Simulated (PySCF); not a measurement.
SMILES COC(=O)c1ccccc1, GFN2-xTB optimised geometry. Atoms within 1.6 Å of the plane z = 0.0 Å (x, y, z in Å): C1 (-2.44, -2.56, 0.00), O2 (-1.71, -1.35, 0.00), C3 (-0.37, -1.47, 0.00), O4 (0.18, -2.55, 0.00), C5 (0.33, -0.17, 0.00), C6 (-0.36, 1.04, 0.00), C7 (0.34, 2.23, 0.00), C8 (1.72, 2.23, 0.00), C9 (2.41, 1.03, 0.00), C10 (1.72, -0.17, 0.00), H11 (-3.49, -2.28, 0.04), H12 (-2.17, -3.17, 0.86), H13 (-2.24, -3.13, -0.91), H14 (-1.44, 1.03, 0.00), H15 (-0.20, 3.17, 0.00), H16 (2.26, 3.16, 0.00), H17 (3.49, 1.03, 0.00), H18 (2.24, -1.12, 0.00).

Calculation: B3LYP/def2-SVP (PySCF). Cells within 0.4 Å of a nucleus heavier than hydrogen are left out (blank, or x).

Map of the deformation density (molecule minus spherical neutral atoms) (e/bohr³) on the plane z = 0.0 Å:

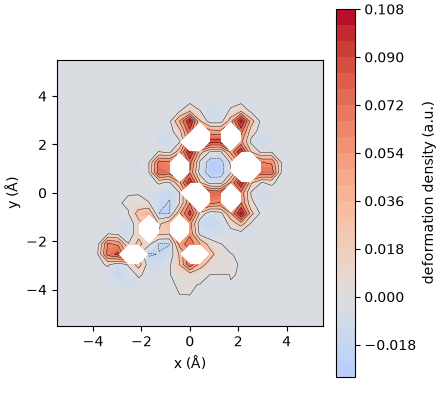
Deformation density (molecule minus spherical neutral atoms) (e/bohr³) on the plane z = 0.0 Å.
